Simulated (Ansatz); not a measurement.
# ClGeH₅OSi: what the fields show

```xyz
9

O    -1.7658   -0.0687    0.8834
Si   -0.8552    0.9656   -0.6608
Cl    0.1584    2.2011    0.8139
Ge    0.8489   -0.7966   -0.6137
H    -1.0780   -0.3228    1.5223
H    -2.3341    0.5624    1.3495
H     0.5653   -1.9982   -1.5423
H     0.8859   -1.3672    0.8382
H     2.2656   -0.2771   -0.9243
```

Method: Ansatz 0.2.0, RKS PBE0-D4/def2-mTZVP.

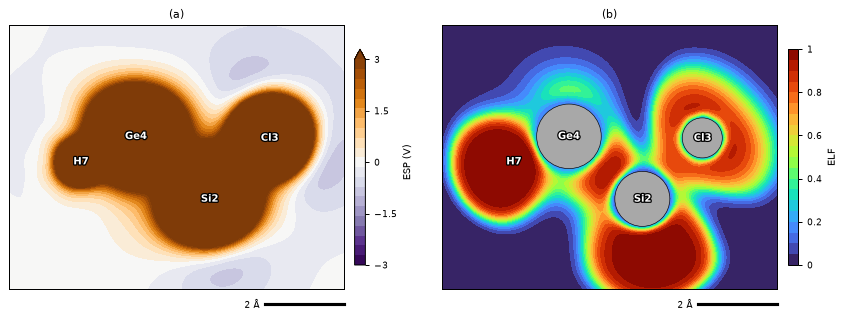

Figure 1. (a) molecular electrostatic potential; (b) ELF on the plane of atoms Cl3, Si2 and Ge4. Grey discs cover the atomic cores in the ELF map.

> Read the bonding off the picture.

The plane passes through Si, Cl, Ge and H nuclei. Si–Cl (2.17 Å): the ELF peaks at about 0.85 between the atoms, as expected for a shared but strongly polarised pair. Si–Ge (2.45 Å): the ELF peaks at about 0.95 between the atoms, as expected for a shared electron pair. Ge–H (1.54 Å): the ELF climbs to about 1 towards the hydrogen. The ELF also peaks beside Si2 and Cl3, away from the bonds: lone-pair regions. Outside the dense part of the molecule the potential is most negative (−0.8 V) near Cl3.

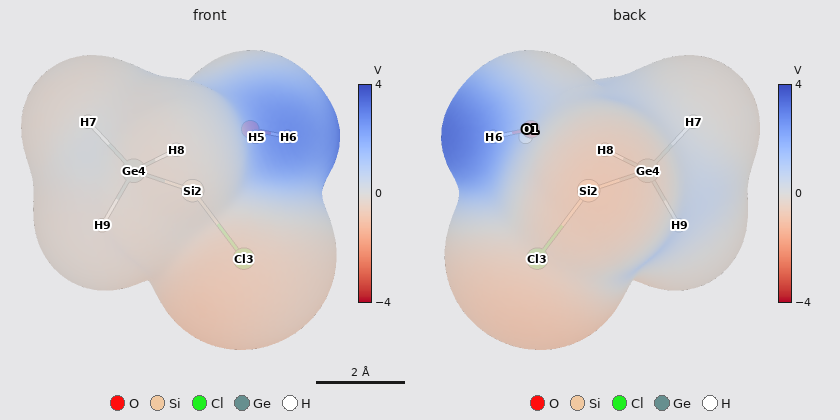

Figure 2. The molecular electrostatic potential painted on the density surface at 0.001 e/bohr³, seen from the front and from behind; the colour scale runs from red (negative) to blue (positive).

> Where is the surface potential most negative and most positive?

The most negative region (about −0.8 V) lies over Si2 and Cl3, the most positive (about +3.1 V) over H6.

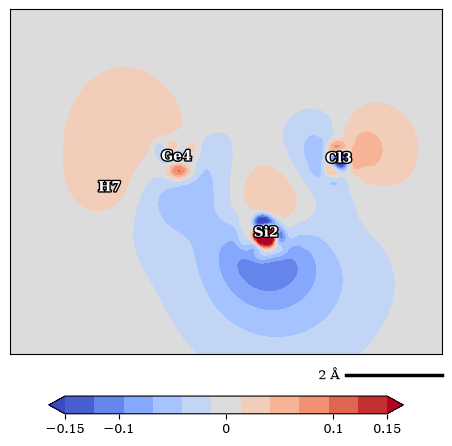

Figure 3. The LUMO on the plane of atoms Cl3, Si2 and Ge4 (values in Å⁻³ᐟ²; the overall sign is arbitrary).

> Where does this orbital lie, and at what energy?

It lies mainly on Si2 (about 55 %), O1 (about 10 %), H6 (about 10 %), Ge4 (about 10 %) and Cl3 (about 5 %). Its energy is −1.38 eV.
